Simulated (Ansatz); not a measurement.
How basis sets differ on GaPH3F3 (SMILES [F][Ga-]([F])([F])[PH3+])

The species is GaPH3F3 (8 atoms), meant as a singlet with charge 0. SMILES: `[F][Ga-]([F])([F])[PH3+]`. The coordinates come from a PBE0-D4/def2-TZVP relaxation.

Each level gives the HOMO–LUMO gap (eV). The values are calculated.

```tsv
level	kind	program	value (eV)
HF/STO-3G	Hartree–Fock	Ansatz	15.56
HF/3-21G	Hartree–Fock	Ansatz	16.07
HF/6-31G** (spherical functions)	Hartree–Fock	Ansatz	15.88
HF/def2-SVP	Hartree–Fock	Ansatz	16.11
HF/def2-TZVP	Hartree–Fock	Ansatz	15.66
```

All-electron rows without a relativistic Hamiltonian named are non-relativistic. The values span 15.56 to 16.11 eV. A Hartree–Fock LUMO above zero doesn't converge with the basis: it sinks as sets grow more diffuse. Orbital gaps aren't excitation energies.

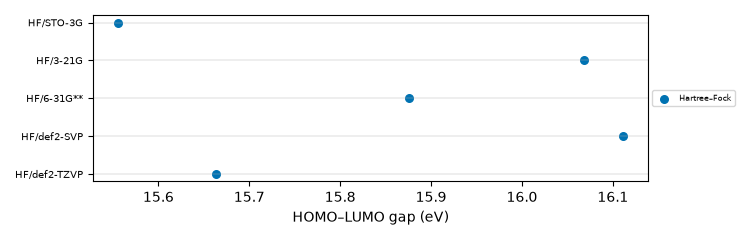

The values of the table, level by level.
